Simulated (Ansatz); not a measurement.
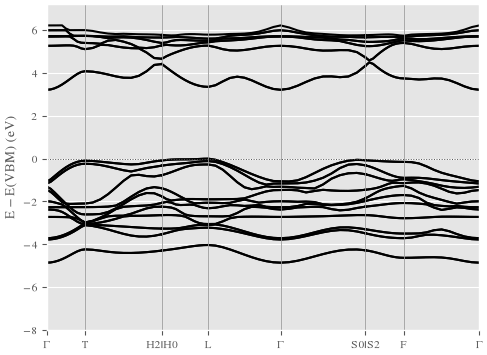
*Band structure from r²SCAN with spin–orbit coupling (plane waves, PAW; program Ansatz)*

Problem. Read off the gap and where the band edges lie.

Solution. About 3.2 eV (3.22 eV by a search for the band edges); maximum at L, minimum at Γ.

The material is LaAgO2 in space group R-3m (No. 166; La on 3b, Ag on 3a, O on 6c).

The first step of the workflow began from a Materials Project structure, measured or hypothetical; the Crystallography Open Database copy checked does not list it. Whether it is the stable phase at ambient conditions was not checked. Symmetry was held in the r²SCAN relaxation; its stability against distortions is not shown here. No spin polarisation was allowed.

Potentials: the later of the program's two PAW sets.
